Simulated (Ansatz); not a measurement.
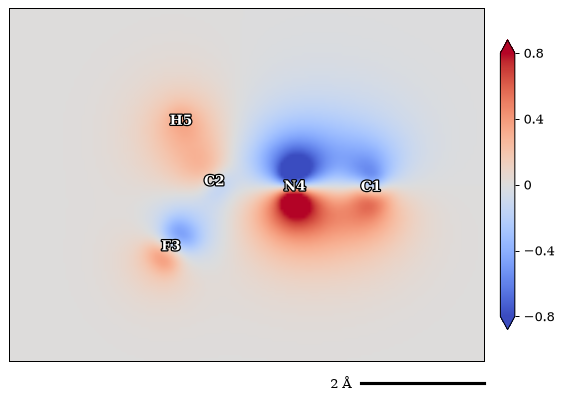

*C2HFN (SMILES [C+]#[N+][CH-]F) (charge +1). The HOMO−1 on the molecular plane (values in Å⁻³ᐟ²; the overall sign is arbitrary).*

Geometry: PBE-D3(BJ)/def2-SVP.

The calculation used isolated molecule in a Gaussian basis; Kohn-Sham density functional theory, functional PBE0 (Ansatz).

```xyz
5

C    -2.9087    1.0292   -1.5858
C    -2.1443   -0.8492   -0.0686
F    -1.7031   -0.6247    1.0923
N    -2.5299    0.1445   -0.8239
H    -2.1864   -1.9111   -0.4057
```

Q: What is the character of this orbital?

A: It lies mainly on N4 (about 55 %), C1 (about 30 %) and C2 (about 10 %); it is symmetric in the molecular plane (an in-plane orbital: σ, lone-pair or in-plane π type). Its energy is −18.36 eV.
